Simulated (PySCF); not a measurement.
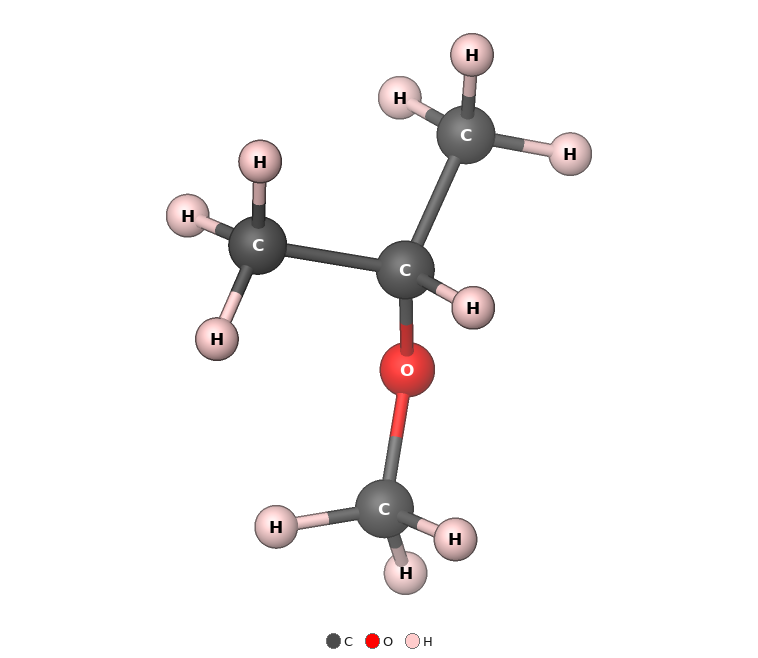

Orthographic view. Distant atoms are faded towards the background colour. The geometry was computed by an optimisation with GFN2-xTB. No frequency run is at hand to confirm it as a minimum.

> Write the InChI string.

InChI=1S/C4H10O/c1-4(2)5-3/h4H,1-3H3
